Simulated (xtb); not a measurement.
Geometry relaxation of CH4Cl2OZr (part 1 of 5)

System: CH4Cl2OZr.
Method: GFN2-xTB (xtb 6.7.1 later snapshot).

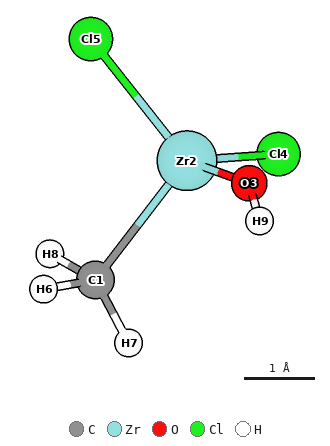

The structure as given in the input (ball-and-stick view, seen at a tilt; atoms are numbered from 1 in the order of the input). Sticks mark near contacts. Bond lengths as drawn: Cl–Zr 2.27 to 2.44 Å, C–H 1.03 to 1.17 Å, C–Zr 2.21 Å, H–O 1.05 Å and O–Zr 1.74 Å.

The input (geom.xyz):
```
9

C     -1.262740    -0.222730     0.276920
Zr     0.800330     0.287970    -0.330650
O      1.919960    -0.450140     0.774840
Cl     0.833600    -0.594460    -2.609470
Cl     0.605430     2.496370    -0.808580
H     -1.530970     0.190920     1.198680
H     -1.478860    -1.232270     0.318360
H     -1.931570     0.433950    -0.431270
H      2.137880    -0.911060     1.697020
```

Launch command:
```bash
xtb geom.xyz --gfn2 --ohess vtight > xtb.out
```

Log:
```
* xtb version 6.7.1
   ID    Z sym.   atoms
    1    6 C      1
    2   40 Zr     2
    3    8 O      3
    4   17 Cl     4, 5
    5    1 H      6-9

           -------------------------------------------------
          |                Calculation Setup                |
           -------------------------------------------------

          program call               : xtb geom.xyz --gfn2 --ohess vtight
          coordinate file            : geom.xyz
          omp threads                :                     1

           -------------------------------------------------
          |                 G F N 2 - x T B                 |
           -------------------------------------------------

      * Hamiltonian:
        H0-scaling (s, p, d)           1.850000    2.230000    2.230000
        zeta-weighting                 0.500000
      * Dispersion:
        s8                             2.700000
        a1                             0.520000
        a2                             5.000000
        s9                             5.000000
      * Repulsion:
        kExp                           1.500000    1.000000
        rExp                           1.000000
      * Coulomb:
        alpha                          2.000000
        third order                    shell-resolved
        anisotropic                    true
        a3                             3.000000
        a5                             4.000000
        cn-shift                       1.200000
        cn-exp                         4.000000
        max-rad                        5.000000

          ...................................................
          :                      SETUP                      :
          :.................................................:
          :  # basis functions                  42          :
          :  # atomic orbitals                  39          :
          :  # shells                           17          :
          :  # electrons                        32          :
          :  max. iterations                   250          :
          :  Hamiltonian                  GFN2-xTB          :
          :  restarted?                      false          :
          :  GBSA solvation                  false          :
          :  PC potential                    false          :
          :  electronic temp.          300.0000000     K    :
          :  accuracy                    1.0000000          :
          :  -> integral cutoff          0.2500000E+02      :
          :  -> integral neglect         0.1000000E-07      :
          :  -> SCF convergence          0.1000000E-05 Eh   :
          :  -> wf. convergence          0.1000000E-03 e    :
          :  Broyden damping             0.4000000          :
          :  net charge                          0          :
          :  unpaired electrons                  0          :
          ...................................................

 iter      E             dE          RMSdq      gap      omega  full diag
   1    -18.9931959 -0.189932E+02  0.117E+01    1.30       0.0  T
   2    -19.1572884 -0.164093E+00  0.571E+00    3.59       1.0  T
   3    -19.1974903 -0.402020E-01  0.306E+00    2.65       1.0  T
   4    -19.1975710 -0.807001E-04  0.176E+00    2.48       1.0  T
   5    -19.1988887 -0.131767E-02  0.672E-01    2.62       1.0  T
   6    -19.1989545 -0.658259E-04  0.323E-01    2.64       1.0  T
   7    -19.1989838 -0.292213E-04  0.867E-02    2.68       1.0  T
   8    -19.1989972 -0.133978E-04  0.476E-02    2.66       1.0  T
   9    -19.1990017 -0.453650E-05  0.368E-02    2.67       1.0  T
  10    -19.1990024 -0.746074E-06  0.139E-02    2.66       2.4  T
  11    -19.1990027 -0.216315E-06  0.264E-03    2.66      12.6  T
  12    -19.1990027 -0.934945E-08  0.200E-03    2.66      16.7  T
  13    -19.1990027 -0.461842E-08  0.154E-03    2.66      21.7  T
  14    -19.1990027 -0.301607E-08  0.498E-04    2.66      67.0  T
  15    -19.1990027 -0.363009E-09  0.198E-04    2.66     168.2  T

   *** convergence criteria satisfied after 15 iterations ***

         #    Occupation            Energy/Eh            Energy/eV
      -------------------------------------------------------------
         1        2.0000           -1.0784477             -29.3461
       ...           ...                  ...                  ...
        10        2.0000           -0.4710442             -12.8178
        11        2.0000           -0.4367588             -11.8848
        12        2.0000           -0.4348831             -11.8338
        13        2.0000           -0.4259888             -11.5917
        14        2.0000           -0.4157343             -11.3127
        15        2.0000           -0.4141621             -11.2699
        16        2.0000           -0.3960380             -10.7767 (HOMO)
        17                         -0.2981460              -8.1130 (LUMO)
        18                         -0.2899884              -7.8910
        19                         -0.2688980              -7.3171
        20                         -0.2531944              -6.8898
        21                         -0.2335993              -6.3566
       ...                                ...                  ...
        39                          0.8861525              24.1134
      -------------------------------------------------------------
                  HL-Gap            0.0978920 Eh            2.6638 eV
             Fermi-level           -0.3470920 Eh           -9.4449 eV

 SCC (total)                   0 d,  0 h,  0 min,  0.008 sec
 SCC setup                      ...        0 min,  0.000 sec (  0.858%)
 Dispersion                     ...        0 min,  0.000 sec (  0.427%)
 classical contributions        ...        0 min,  0.000 sec (  0.099%)
 integral evaluation            ...        0 min,  0.001 sec ( 12.479%)
 iterations                     ...        0 min,  0.005 sec ( 63.765%)
 molecular gradient             ...        0 min,  0.002 sec ( 21.259%)
 printout                       ...        0 min,  0.000 sec (  0.938%)

         :::::::::::::::::::::::::::::::::::::::::::::::::::::
         ::                     SUMMARY                     ::
         :::::::::::::::::::::::::::::::::::::::::::::::::::::
         :: total energy             -19.080066137042 Eh    ::
         :: gradient norm              0.172858406597 Eh/a0 ::
         :: HOMO-LUMO gap              2.663776668518 eV    ::
         ::.................................................::
         :: SCC energy               -19.198984899379 Eh    ::
         :: -> isotropic ES            0.077451779369 Eh    ::
         :: -> anisotropic ES         -0.002479810105 Eh    ::
         :: -> anisotropic XC         -0.004036233299 Eh    ::
         :: -> dispersion             -0.005288919761 Eh    ::
         :: repulsion energy           0.118918762337 Eh    ::
         :: add. restraining           0.000000000000 Eh    ::
         :: total charge              -0.000000000000 e     ::
         :::::::::::::::::::::::::::::::::::::::::::::::::::::

      -----------------------------------------------------------
     |                   =====================                   |
     |                        A N C O P T                        |
     |                   =====================                   |
     |               Approximate Normal Coordinate               |
     |                Rational Function Optimizer                |
      -----------------------------------------------------------

          ...................................................
          :                      SETUP                      :
          :.................................................:
          :   optimization level         verytight          :
          :   max. optcycles                   200          :
          :   ANC micro-cycles                  20          :
          :   degrees of freedom                21          :
          :.................................................:
          :   RF solver                   davidson          :
          :   write xtbopt.log                true          :
          :   linear?                        false          :
          :   energy convergence         0.1000000E-06 Eh   :
          :   grad. convergence          0.2000000E-03 Eh/α :
          :   maximum RF displ.          1.0000000          :
          :   Hlow (freq-cutoff)         0.1000000E-01      :
          :   Hmax (freq-cutoff)         5.0000000          :
          :   S6 in model hess.         20.0000000          :
          ...................................................

generating ANC from exact Hessian ...
Using Lindh-Hessian (1995)
 Shifting diagonal of input Hessian by    1.0332736850074551E-002
 Lowest  eigenvalues of input Hessian
    0.010000    0.000000    0.000000    0.000000    0.000000    0.000000
    0.000000    0.010984    0.011325    0.011536    0.012197    0.012587
    0.017353    0.019772    0.025581    0.052772    0.074364    0.107254
 Highest eigenvalues
    0.224618    0.589012    0.625153    1.039345    1.227524    1.420469

........................................................................
.............................. CYCLE    1 ..............................
........................................................................

 iter      E             dE          RMSdq      gap      omega  full diag
   1    -19.1990027 -0.191990E+02  0.863E-05    2.66       0.0  T
   2    -19.1990027 -0.778755E-11  0.735E-05    2.66     453.8  T
   3    -19.1990027 -0.438050E-11  0.593E-05    2.66     561.9  T
     SCC iter.                  ...        0 min,  0.002 sec
     gradient                   ...        0 min,  0.002 sec
 * total energy  :   -19.0800661 Eh     change       -0.4358824E-10 Eh
   gradient norm :     0.1728584 Eh/α   predicted     0.0000000E+00 (-100.00%)
   displ. norm   :     0.4120615 α      lambda       -0.3997692E-01
   maximum displ.:     0.2324189 α      in ANC's #10, #12, #11, ...

........................................................................
.............................. CYCLE    2 ..............................
........................................................................

 iter      E             dE          RMSdq      gap      omega  full diag
   1    -19.2112513 -0.192113E+02  0.173E+00    2.71       0.0  T
   2    -19.2118425 -0.591179E-03  0.941E-01    2.72       1.0  T
   3    -19.2119709 -0.128389E-03  0.453E-01    2.71       1.0  T
   4    -19.2119939 -0.230231E-04  0.152E-01    2.72       1.0  T
   5    -19.2120011 -0.718334E-05  0.775E-02    2.71       1.0  T
   6    -19.2120056 -0.455542E-05  0.351E-02    2.72       1.0  T
   7    -19.2120086 -0.296378E-05  0.223E-02    2.72       1.5  T
   8    -19.2120102 -0.162619E-05  0.982E-03    2.72       3.4  T
   9    -19.2120105 -0.265380E-06  0.385E-03    2.72       8.7  T
  10    -19.2120105 -0.177293E-07  0.220E-03    2.72      15.2  T
  11    -19.2120105 -0.106198E-07  0.902E-04    2.72      37.0  T
  12    -19.2120105 -0.242082E-08  0.502E-04    2.72      66.4  T
     SCC iter.                  ...        0 min,  0.004 sec
     gradient                   ...        0 min,  0.002 sec
 * total energy  :   -19.1001992 Eh     change       -0.2013307E-01 Eh
   gradient norm :     0.0726883 Eh/α   predicted    -0.2338239E-01 (  16.14%)
   displ. norm   :     0.3354276 α      lambda       -0.1780329E-01
   maximum displ.:     0.2021904 α      in ANC's #10, #11, #12, ...

........................................................................
.............................. CYCLE    3 ..............................
........................................................................

 iter      E             dE          RMSdq      gap      omega  full diag
   1    -19.2049146 -0.192049E+02  0.820E-01    2.62       0.0  T
   2    -19.2051018 -0.187238E-03  0.534E-01    2.69       1.0  T
   3    -19.2051404 -0.385498E-04  0.321E-01    2.66       1.0  T
   4    -19.2051533 -0.129220E-04  0.201E-01    2.67       1.0  T
   5    -19.2051585 -0.517958E-05  0.343E-02    2.66       1.0  T
   6    -19.2051595 -0.104777E-05  0.137E-02    2.66       2.4  T
   7    -19.2051600 -0.485869E-06  0.785E-03    2.66       4.2  T
   8    -19.2051602 -0.219744E-06  0.310E-03    2.66      10.8  T
   9    -19.2051603 -0.253540E-07  0.943E-04    2.66      35.4  T
  10    -19.2051603 -0.143572E-08  0.504E-04    2.66      66.1  T
     SCC iter.                  ...        0 min,  0.003 sec
     gradient                   ...        0 min,  0.002 sec
 * total energy  :   -19.1032269 Eh     change       -0.3027672E-02 Eh
   gradient norm :     0.0422483 Eh/α   predicted    -0.9903174E-02 ( 227.09%)
   displ. norm   :     0.1707714 α      lambda       -0.4040660E-02
   maximum displ.:     0.0762532 α      in ANC's #8, #10, #1, ...

........................................................................
.............................. CYCLE    4 ..............................
........................................................................

 iter      E             dE          RMSdq      gap      omega  full diag
   1    -19.2078095 -0.192078E+02  0.415E-01    2.73       0.0  T
   2    -19.2078376 -0.281469E-04  0.255E-01    2.70       1.0  T
   3    -19.2078421 -0.443218E-05  0.146E-01    2.72       1.0  T
   4    -19.2078460 -0.390983E-05  0.588E-02    2.71       1.0  T
   5    -19.2078464 -0.376643E-06  0.164E-02    2.71       2.0  T
   6    -19.2078466 -0.227171E-06  0.721E-03    2.71       4.6  T
   7    -19.2078467 -0.157886E-06  0.267E-03    2.71      12.5  T
   8    -19.2078467 -0.106160E-07  0.132E-03    2.71      25.2  T
   9    -19.2078467 -0.244179E-08  0.435E-04    2.71      76.7  T
  10    -19.2078467 -0.855138E-10  0.317E-04    2.71     105.1  T
     SCC iter.                  ...        0 min,  0.003 sec
     gradient                   ...        0 min,  0.002 sec
 * total energy  :   -19.1054561 Eh     change       -0.2229261E-02 Eh
   gradient norm :     0.0111826 Eh/α   predicted    -0.2079248E-02 (  -6.73%)
   displ. norm   :     0.1312286 α      lambda       -0.5297463E-03
   maximum displ.:     0.0846664 α      in ANC's #1, #6, #3, ...

........................................................................
.............................. CYCLE    5 ..............................
........................................................................

 iter      E             dE          RMSdq      gap      omega  full diag
   1    -19.2115938 -0.192116E+02  0.233E-01    2.72       0.0  T
   2    -19.2115997 -0.597557E-05  0.151E-01    2.72       1.0  T
   3    -19.2116009 -0.119340E-05  0.623E-02    2.72       1.0  T
   4    -19.2116014 -0.417361E-06  0.327E-02    2.72       1.0  T
   5    -19.2116016 -0.295685E-06  0.649E-03    2.72       5.1  T
   6    -19.2116017 -0.305329E-07  0.331E-03    2.72      10.1  T
   7    -19.2116017 -0.417739E-07  0.129E-03    2.72      25.9  T
   8    -19.2116017 -0.451991E-08  0.941E-04    2.72      35.4  T
   9    -19.2116017 -0.189944E-08  0.280E-04    2.72     118.9  T
     SCC iter.                  ...        0 min,  0.003 sec
     gradient                   ...        0 min,  0.002 sec
 * total energy  :   -19.1056160 Eh     change       -0.1598180E-03 Eh
   gradient norm :     0.0056871 Eh/α   predicted    -0.2694334E-03 (  68.59%)
   displ. norm   :     0.0399478 α      lambda       -0.9596400E-04
   maximum displ.:     0.0172476 α      in ANC's #4, #5, #7, ...
```
